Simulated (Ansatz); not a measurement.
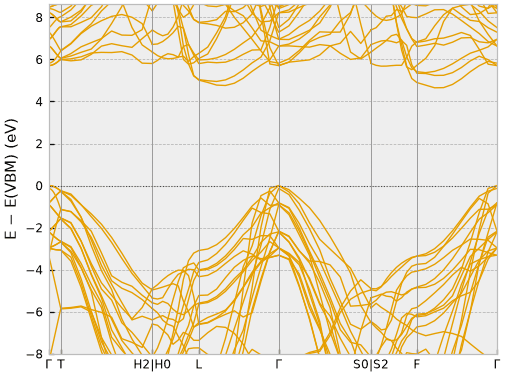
Fig. 1. Band structure from plane-wave PAW r²SCAN (Ansatz code)

Question: Read off the gap and where the band edges lie.

Answer: About 4.6 eV (4.64 eV by a search for the band edges); maximum at Γ, minimum on the F–Γ line, 27 % of the way from F.

Question: Which compound is it?
(A) ZnS, R3m (Pearson symbol hR12)
(B) C, R-3m (Pearson symbol hR14)
(C) KLuO2, R-3m (K on 3a, Lu on 3b, O on 6c)

Answer: B, C, R-3m (Pearson symbol hR14)

The start of the workflow was typed in or built on a structure type; the Crystallography Open Database files this formula in space group No. 166, but the cells were not matched. It is not the phase usual at ambient conditions (space group No. 194, 227). The r²SCAN relaxation kept the symmetry of its start; its stability against distortions is not shown here.

Potentials: the later of the program's two PAW sets.
